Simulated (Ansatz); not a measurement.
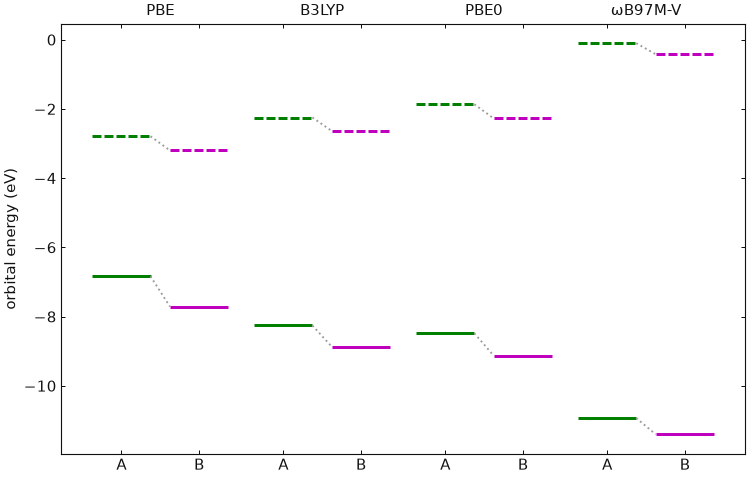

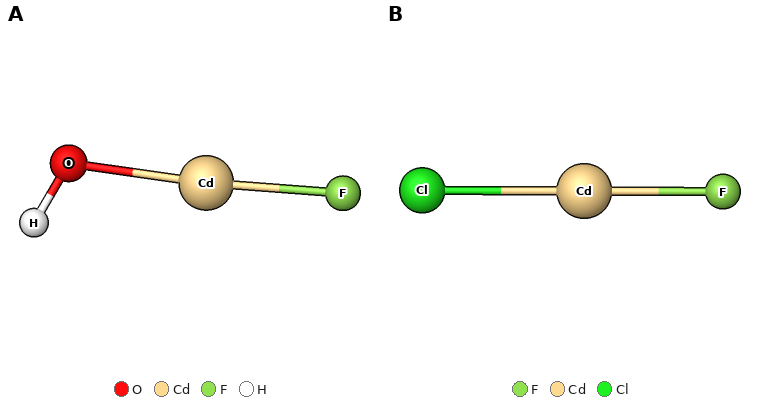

One change: A, CdHOF (SMILES [OH][Cd][F]), becomes B, CdClF (SMILES [F][Cd][Cl]). OH on Cd is replaced by Cl. HOMO (solid) and LUMO (dashed) computed in def2-TZVPP at PBE0-D4/def2-TZVP geometries, both minima by their frequencies, gas phase, the Ansatz code.

> What does the change do to HOMO and LUMO?

PBE: the HOMO falls by 0.87 eV, the LUMO falls by 0.41 eV, and the separation goes from 4.05 to 4.51 eV. B3LYP: the HOMO falls by 0.62 eV, the LUMO falls by 0.39 eV, and the separation goes from 6.01 to 6.23 eV. PBE0: the HOMO falls by 0.65 eV, the LUMO falls by 0.41 eV, and the separation goes from 6.62 to 6.86 eV. ωB97M-V: the HOMO falls by 0.47 eV, the LUMO falls by 0.32 eV, and the separation goes from 10.83 to 10.98 eV.

> Do the functionals agree on the effect?

They agree on the direction for both levels; the HOMO shift lies between −0.87 and −0.47 eV and the LUMO shift between −0.41 and −0.32 eV, while the separations themselves differ by up to 6.8 eV between functionals.

Caveats: core potentials past krypton.
